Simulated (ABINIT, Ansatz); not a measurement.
# How the form of the self-energy moves the gap of Ba2TaBiO6 (R-3)

How much does the gap of Ba2TaBiO6 (R-3) depend on the approximation to the self-energy?

Main program and level: ABINIT 10.8.3; LDA and many-body steps on it, plane waves.

## Step 1: The structure

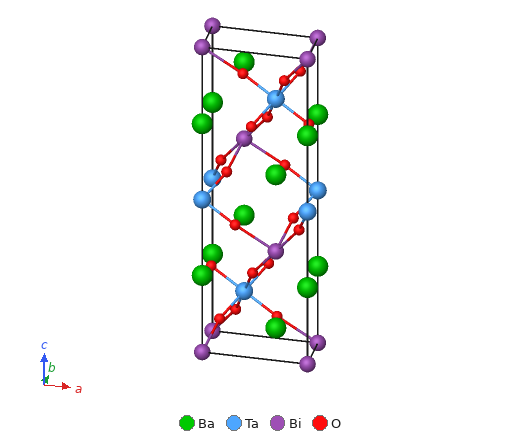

Start, viewed from a free direction; barium green, tantalum blue, bismuth purple, oxygen red. This picture shows the conventional cell, with its axes. Bonds to atoms that aren't drawn are left out. Some periodic images of atoms are drawn too.

The cell and positions are those that the Materials Project relaxed with its own functionals (PBE, PBE+U or r2SCAN), kept fixed. Spin-orbit coupling is left out unless a step names it.

## Step 2: Empty states on the mesh, 2×2×2 mesh, 424 bands

This step: ABINIT 10.8.3; DFT, LDA, plane waves, norm-conserving pseudopotentials.

The sums over transitions need many empty states on a uniform mesh; this step solves for them.

File run.abi:

```
acell 3*1.0 Angstrom
rprim 
  3.075626834241 1.775713980676 4.956223105800
  -3.075626834241 1.775713980676 4.956223105800
  0.000000000000 -3.551427961352 4.956223105800
ntypat 4
znucl 56 73 83 8
natom 10
typat 1 1 2 3 4 4 4 4 4 4
xred 
  0.748816000000 0.748816000000 0.748816000000
  0.251184000000 0.251184000000 0.251184000000
  0.500000000000 0.500000000000 0.500000000000
  0.000000000000 0.000000000000 0.000000000000
  0.725510000000 0.218856000000 0.322035000000
  0.218856000000 0.322035000000 0.725510000000
  0.322035000000 0.725510000000 0.218856000000
  0.274490000000 0.781144000000 0.677965000000
  0.677965000000 0.274490000000 0.781144000000
  0.781144000000 0.677965000000 0.274490000000
pp_dirpath "pseudos"
pseudos "Ba.upf, Ta.upf, Bi.upf, O.upf"
ecut 62
ngkpt 2 2 2
nshiftk 1
shiftk 0 0 0
kptopt 1
chksymbreak 0
iscf -2
irdden 1
istwfk *1
nband 424
nbdbuf 38
tolwfr 1e-09
nstep 60
prtvol 0
indata_prefix "in"
outdata_prefix "out"
tmpdata_prefix "tmp"
```

Command:

```
OMP_NUM_THREADS=1 mpirun -n 4 abinit run.abi > log
```

Numbers of over 12 decimals in the logs are rounded to 6 here.

The program printed:

```text
.Version 10.8.3 of ABINIT. v10.8.2 released Aug 2026.

 Symmetries : space group R-3 (#148); Bravais hR (rhombohedral)
[... echo of the input left out ...]
== DATASET  1 ==================================================================
-   mpi_nproc: 4, omp_nthreads: 1 (-1 if OMP is not activated)

--- !DatasetInfo
iteration_state: {dtset: 1, }
dimensions: {natom: 10, nkpt: 4, mband: 424, nsppol: 1, nspinor: 1, nspden: 1, mpw: 25587, }
cutoff_energies: {ecut:  62.0, pawecutdg:  -1.0, }
[...]
3.49817    3.49818    3.50474    3.50474    3.52789    3.53570    3.53579    3.53976
   3.54168    3.54171    3.54981    3.56541    3.57912    3.59231    3.59459    3.59729
 prteigrs : prtvol=0 or 1, do not print more k-points.

== END DATASET(S) ==============================================================
================================================================================

 -outvars: echo values of variables after computation  --------
            nband         424
             nkpt           4
          spgroup         148
 [... the other variables as echoed above ...]

 Calculation completed.
```

Run time: 18 min. Hardware: 4 MPI ranks of Arm Neoverse V1, shared host; peak memory 1.4 GiB; 73 min of CPU time.

This step gave:

```yaml
gap: 2.549 eV
k_of_the_valence_top: 0.5, 0.5, 0.5
k_of_the_conduction_bottom: 0.5, 0, 0
least_direct_gap: 2.577 eV
k_points_computed: 4
lowest_point_of_the_top_converged_band_above_the_valence_top: 83.7490 eV
```

On this mesh the gap is 2.549 eV.

The density comes from a self-consistent run that is not shown.

## Step 3: Screening, 2×2×2 mesh, 188 bands, screening to 141.5 eV

The RPA dielectric matrix is built and inverted for each q.

This step: RPA screening on LDA, plane waves, norm-conserving pseudopotentials.

Edit run.abi of step 2 so:

```diff
@@ -28,10 +28,11 @@
 chksymbreak 0
-iscf -2
-irdden 1
 istwfk *1
-nband 424
-nbdbuf 38
-tolwfr 1e-09
-nstep 60
-prtvol 0
+occopt 1
+irdwfk 1
+optdriver 3
+nband 188
+ecuteps 5.2
+inclvkb 2
+awtr 1
+symchi 1
 indata_prefix "in"
```

The program printed:

```text
.Version 10.8.3 of ABINIT. v10.8.2 released Aug 2026.

 Symmetries : space group R-3 (#148); Bravais hR (rhombohedral)
[... echo of the input left out ...]
== DATASET  1 ==================================================================
-   mpi_nproc: 4, omp_nthreads: 1 (-1 if OMP is not activated)

--- !DatasetInfo
iteration_state: {dtset: 1, }
dimensions: {natom: 10, nkpt: 4, mband: 188, nsppol: 1, nspinor: 1, nspden: 1, mpw: 25587, }
cutoff_energies: {ecut:  62.0, pawecutdg:  -1.0, }
electrons: {nelect:   1.06000000E+02, charge:   0.00000000E+00, occopt:   1.00000000E+00, tsmear:   1.00000000E-02, }

 SCREENING: Calculation of the susceptibility and dielectric matrices

 Based on a program developped by R.W. Godby, V. Olevano, G. Onida, and L. Reining.
 Incorporated in ABINIT by V. Olevano, G.-M. Rignanese, and M. Torrent.
.Using double precision arithmetic ; gwpc =  8

[... cell and pseudopotentials left out ...]
--------------------------------------------------------------------------------

 ==== K-mesh for the wavefunctions ====
 Number of points in the irreducible wedge :     4
[... list of points left out ...]
 Together with  6 symmetry operations and time-reversal symmetry
 yields     8 points in the full Brillouin Zone.

 ==== Q-mesh for the screening function ====
 Number of points in the irreducible wedge :     4
[... list of points left out ...]
 Together with  6 symmetry operations and time-reversal symmetry
 yields     8 points in the full Brillouin Zone.

 setmesh: FFT mesh size selected  =    54x   54x   54
          total number of points  =       157464

 vcoul_init : cutoff-mode = AUXILIARY_FUNCTION
 q-points for optical limit:   1
     1)      0.000010    0.000020    0.000030

- screening: taking advantage of time-reversal symmetry
- Maximum band index for partially occupied states nbvw = 53
- Remaining bands to be divided among processors   nbcw = 135
- Number of bands treated by each node ~33

 Number of electrons calculated from density =  106.0000; Expected =  106.0000
 average of density, n =  0.096716
 r_s =    1.3515
 omega_plasma =   29.9989 [eV]

 calculating chi0 at frequencies [eV] :
  1    0.000000E+00    0.000000E+00
  2    0.000000E+00    2.999894E+01

--------------------------------------------------------------------------------
  q-point number  1        q = ( 0.000000, 0.000000, 0.000000) [r.l.u.]
--------------------------------------------------------------------------------
[... chi0 elements left out ...]
 For q-point:  0.000010 0.000020 0.000030
  dielectric constant =   6.5866
  dielectric constant without local fields =   7.1989

  Average fulfillment of the sum rule on Im[epsilon] for q-point    1 :     50.55  [%]
[... wings left out ...]
  q-point number  2        q = ( 0.500000, 0.000000, 0.000000) [r.l.u.]
--------------------------------------------------------------------------------
[... chi0 elements left out ...]
  Average fulfillment of the sum rule on Im[epsilon] for q-point    2 :     56.48  [%]

 [... 2 further q-points ...]
```

Run time: 6.2 min. Hardware: 4 MPI ranks; peak memory 6.2 GiB.

Numbers from this step:

| Property | Result |
| --- | --- |
| ε∞ with local fields, on this mesh, along the program's q direction | 6.587 |
| the same without local fields | 7.199 |
| plasma frequency | 30.00 eV |
| plane waves in the screening matrix | 609 |

Local fields lower ε∞ by 9 %. On a Γ-centred mesh this coarse the value itself is usually too large, while a short band sum pulls it down.

## Step 4: G0W0, Godby-Needs plasmon pole

The self-energy is evaluated for the states that the input lists, and the levels follow from it, in one-shot runs by the linearised quasiparticle equation.

This step: G0W0 on LDA, plane waves, norm-conserving pseudopotentials.

Edit run.abi of step 3 so:

```diff
@@ -31,8 +31,19 @@
 irdwfk 1
-optdriver 3
+optdriver 4
 nband 188
+gwcalctyp 0
+ecutsigx 62
+symsigma 1
+nkptgw 3
+kptgw 
+  0.5000000000 0.5000000000 0.5000000000
+  0.5000000000 0.0000000000 0.0000000000
+  0.0000000000 0.0000000000 0.0000000000
+bdgw 
+  52 56
+  52 55
+  51 55
 ecuteps 5.2
-inclvkb 2
-awtr 1
-symchi 1
+irdscr 1
+ppmodel 1
 indata_prefix "in"
```

The program printed:

```text
.Version 10.8.3 of ABINIT. v10.8.2 released Aug 2026.

 Symmetries : space group R-3 (#148); Bravais hR (rhombohedral)
[... echo of the input left out ...]
== DATASET  1 ==================================================================
-   mpi_nproc: 4, omp_nthreads: 1 (-1 if OMP is not activated)

--- !DatasetInfo
iteration_state: {dtset: 1, }
dimensions: {natom: 10, nkpt: 4, mband: 188, nsppol: 1, nspinor: 1, nspden: 1, mpw: 25587, }
cutoff_energies: {ecut:  62.0, pawecutdg:  -1.0, }
electrons: {nelect:   1.06000000E+02, charge:   0.00000000E+00, occopt:   1.00000000E+00, tsmear:   1.00000000E-02, }

 SIGMA: Calculation of the GW corrections

 Based on a program developped by R.W. Godby, V. Olevano, G. Onida, and L. Reining.
 Incorporated in ABINIT by V. Olevano, G.-M. Rignanese, and M. Torrent.
.Using double precision arithmetic ; gwpc =  8

[... cell and pseudopotentials left out ...]
--------------------------------------------------------------------------------

 ==== K-mesh for the wavefunctions ====
 Number of points in the irreducible wedge :     4
[... list of points left out ...]
 Together with  6 symmetry operations and time-reversal symmetry
 yields     8 points in the full Brillouin Zone.

 ==== Q-mesh for screening function ====
 Number of points in the irreducible wedge :     4
[... list of points left out ...]
 Together with  6 symmetry operations and time-reversal symmetry
 yields     8 points in the full Brillouin Zone.

 vcoul_init : cutoff-mode = AUXILIARY_FUNCTION
 q-points for optical limit:   1
     1)      0.000010    0.000020    0.000030
 setmesh: FFT mesh size selected  =    81x   81x   81
          total number of points  =       531441

 Number of electrons calculated from density =  106.0000; Expected =  106.0000
 average of density, n =  0.096716
 r_s =    1.3515
 omega_plasma =   29.9989 [eV]

 === KS Band Gaps ===
  >>>> For spin  1
   Minimum direct gap =   2.5771 [eV], located at k-point      :   0.5000  0.0000  0.0000
   Fundamental gap    =   2.5491 [eV], Top of valence bands at :   0.5000  0.5000  0.5000
                                       Bottom of conduction at :   0.5000  0.0000  0.0000
 SIGMA fundamental parameters:
 PLASMON POLE MODEL  1
 number of plane-waves for SigmaX                25587
 number of plane-waves for SigmaC and W            609
 number of plane-waves for wavefunctions         25587
 number of bands                                   188
 number of independent spin polarizations            1
 number of spinorial components                      1
 number of k-points in IBZ                           4
 number of q-points in IBZ                           4
 number of symmetry operations                       6
 number of k-points in BZ                            8
 number of q-points in BZ                            8
 number of frequencies for dSigma/dE                 9
 frequency step for dSigma/dE [eV]                0.25
 number of omega for Sigma on real axis              0
 max omega for Sigma on real axis  [eV]           0.00
 zcut for avoiding poles [eV]                     0.10

 EPSILON^-1 parameters (SCR file):
 dimension of the eps^-1 matrix on file            609
 dimension of the eps^-1 matrix used               609
 number of plane-waves for wavefunctions         25587
 number of bands                                   188
 number of q-points in IBZ                           4
 number of frequencies                               2
 number of real frequencies                          1
 number of imag frequencies                          1

 matrix elements of self-energy operator (all in [eV])

 Perturbative Calculation

--- !SelfEnergy_ee
iteration_state: {dtset: 1, }
kpoint     : [   0.500,    0.500,    0.500, ]
spin       : 1
KS_gap     :    2.682
QP_gap     :    3.506
Delta_QP_KS:    0.824
data: !SigmaeeData |
     Band     E0 <VxcDFT>   SigX SigC(E0)      Z dSigC/dE  Sig(E)    E-E0       E
       52   4.962 -18.586 -23.417   5.000   0.768  -0.303 -18.456   0.130   5.092
       53   6.493 -20.412 -23.480   3.673   0.789  -0.267 -19.934   0.478   6.970
       54   9.175 -15.195 -10.580  -3.042   0.827  -0.209 -13.894   1.301  10.476
       55   9.631 -15.656 -11.060  -2.977   0.825  -0.212 -14.321   1.335  10.966
       56   9.631 -15.656 -11.060  -2.977   0.825  -0.212 -14.321   1.335  10.966

--- !SelfEnergy_ee
iteration_state: {dtset: 1, }
kpoint     : [   0.500,    0.000,    0.000, ]
spin       : 1
KS_gap     :    2.577
QP_gap     :    3.398
Delta_QP_KS:    0.821
data: !SigmaeeData |
     Band     E0 <VxcDFT>   SigX SigC(E0)      Z dSigC/dE  Sig(E)    E-E0       E
       52   5.236 -18.788 -23.488   4.915   0.770  -0.299 -18.622   0.166   5.403
[...]
--- !SelfEnergy_ee
iteration_state: {dtset: 1, }
kpoint     : [   0.000,    0.000,    0.000, ]
spin       : 1
KS_gap     :    3.947
QP_gap     :    4.983
Delta_QP_KS:    1.036
data: !SigmaeeData |
     Band     E0 <VxcDFT>   SigX SigC(E0)      Z dSigC/dE  Sig(E)    E-E0       E
[...]
53   5.708 -19.360 -23.390   4.430   0.775  -0.290 -19.050   0.310   6.018
       54   9.655 -13.384  -8.865  -2.901   0.832  -0.202 -12.038   1.346  11.001
       55   9.838 -16.696 -11.919  -3.205   0.815  -0.227 -15.415   1.281  11.119

== END DATASET(S) ==============================================================
================================================================================

 -outvars: echo values of variables after computation  --------
           etotal      0.0000000000E+00
            nband         188
             nkpt           4
          spgroup         148
 [... the other variables as echoed above ...]

 Calculation completed.
```

Elapsed: 79 s, on 4 MPI ranks; peak memory 3.7 GiB.

Numbers from this step:

```
G0W0 gap on the points computed              : 3.365 eV
starting gap on the mesh                     : 2.549 eV
k of the valence top                         : 0.5, 0.5, 0.5
k of the conduction bottom                   : 0.5, 0, 0
Z at the valence top                         : 0.789
Z at the conduction bottom                   : 0.828
least direct G0W0 gap on the computed points : 3.398 eV
```

The gap on the mesh goes from 2.55 eV to 3.37 eV, a correction of +0.82 eV.

## Step 5: G0W0, von der Linden-Horsch plasmon pole

Edit run.abi of step 4 so:

```diff
@@ -47,3 +47,3 @@
 irdscr 1
-ppmodel 1
+ppmodel 3
 indata_prefix "in"
```

The program printed:

```text
.Version 10.8.3 of ABINIT. v10.8.2 released Aug 2026.

 Symmetries : space group R-3 (#148); Bravais hR (rhombohedral)
[... echo of the input left out ...]
== DATASET  1 ==================================================================
-   mpi_nproc: 4, omp_nthreads: 1 (-1 if OMP is not activated)

--- !DatasetInfo
iteration_state: {dtset: 1, }
dimensions: {natom: 10, nkpt: 4, mband: 188, nsppol: 1, nspinor: 1, nspden: 1, mpw: 25587, }
cutoff_energies: {ecut:  62.0, pawecutdg:  -1.0, }
electrons: {nelect:   1.06000000E+02, charge:   0.00000000E+00, occopt:   1.00000000E+00, tsmear:   1.00000000E-02, }

 SIGMA: Calculation of the GW corrections

 Based on a program developped by R.W. Godby, V. Olevano, G. Onida, and L. Reining.
 Incorporated in ABINIT by V. Olevano, G.-M. Rignanese, and M. Torrent.
.Using double precision arithmetic ; gwpc =  8

[... cell and pseudopotentials left out ...]
--------------------------------------------------------------------------------

 ==== K-mesh for the wavefunctions ====
 Number of points in the irreducible wedge :     4
[... list of points left out ...]
 Together with  6 symmetry operations and time-reversal symmetry
 yields     8 points in the full Brillouin Zone.

 ==== Q-mesh for screening function ====
 Number of points in the irreducible wedge :     4
[... list of points left out ...]
 Together with  6 symmetry operations and time-reversal symmetry
 yields     8 points in the full Brillouin Zone.

 vcoul_init : cutoff-mode = AUXILIARY_FUNCTION
 q-points for optical limit:   1
     1)      0.000010    0.000020    0.000030
 setmesh: FFT mesh size selected  =    81x   81x   81
          total number of points  =       531441

 Number of electrons calculated from density =  106.0000; Expected =  106.0000
[...]
number of plane-waves for wavefunctions         25587
 number of bands                                   188
 number of q-points in IBZ                           4
 number of frequencies                               2
 number of real frequencies                          1
 number of imag frequencies                          1

 matrix elements of self-energy operator (all in [eV])

 Perturbative Calculation

--- !SelfEnergy_ee
iteration_state: {dtset: 1, }
kpoint     : [   0.500,    0.500,    0.500, ]
spin       : 1
KS_gap     :    2.682
QP_gap     :    3.499
Delta_QP_KS:    0.816
data: !SigmaeeData |
     Band     E0 <VxcDFT>   SigX SigC(E0)      Z dSigC/dE  Sig(E)    E-E0       E
       52   4.962 -18.586 -23.417   4.815   0.850  -0.177 -18.599  -0.014   4.948
       53   6.493 -20.412 -23.480   3.621   0.856  -0.169 -19.939   0.473   6.966
       54   9.175 -15.195 -10.580  -3.158   0.885  -0.130 -13.906   1.289  10.464
[...]
--- !SelfEnergy_ee
iteration_state: {dtset: 1, }
kpoint     : [   0.500,    0.000,    0.000, ]
spin       : 1
KS_gap     :    2.577
QP_gap     :    3.391
Delta_QP_KS:    0.814
data: !SigmaeeData |
     Band     E0 <VxcDFT>   SigX SigC(E0)      Z dSigC/dE  Sig(E)    E-E0       E
[...]
--- !SelfEnergy_ee
iteration_state: {dtset: 1, }
kpoint     : [   0.000,    0.000,    0.000, ]
spin       : 1
KS_gap     :    3.947
QP_gap     :    4.987
Delta_QP_KS:    1.040
data: !SigmaeeData |
     Band     E0 <VxcDFT>   SigX SigC(E0)      Z dSigC/dE  Sig(E)    E-E0       E
[...]
54   9.655 -13.384  -8.865  -3.089   0.890  -0.124 -12.112   1.271  10.926
       55   9.838 -16.696 -11.919  -3.212   0.878  -0.140 -15.322   1.373  11.211

== END DATASET(S) ==============================================================
================================================================================

 -outvars: echo values of variables after computation  --------
           etotal      0.0000000000E+00
            nband         188
             nkpt           4
          spgroup         148
 [... the other variables as echoed above ...]

 Calculation completed.
```

The job ended after 44 s (4 MPI ranks; peak memory 3.6 GiB; 2.9 min of CPU time).

This step gave:

* G0W0 gap on the points computed: 3.356 eV
* starting gap on the mesh: 2.549 eV
* k of the valence top: 0.5, 0.5, 0.5
* k of the conduction bottom: 0.5, 0, 0
* Z at the valence top: 0.856
* Z at the conduction bottom: 0.885
* least direct G0W0 gap on the computed points: 3.391 eV

Against G0W0 in ABINIT (2×2×2 mesh, 188 bands, screening to 141.5 eV, Godby-Needs plasmon pole), the gap moves by −0.009 eV.

(Part 1 of 2 ends here.)

[Paths, hosts, dates, memory and timing lines, banners, echoed tables and standing remarks are left out of the program output.]

[Logs are printed without paths, hosts, clocks, repeated set-up lines and the standing remarks that a program may print on its own settings, such as how far it seeks lower states.]

[Runs of the session that timed out or met a known fault of the program may be left out.]

[Hosts, paths, dates, database ids (printed as entryN), source tags and the programs' standing remarks are cut or masked in the printed files.]

[G0W0 gaps are taken among the corrected bands and points alone; a level outside them can change the order at an edge.]

[Where Ansatz stands beside ABINIT at settings called matched, ABINIT's density can come from a denser mesh and the files from another edition; pairs whose starting gaps differed by over 0.03 eV were left out, so agreement reads better than it is.]
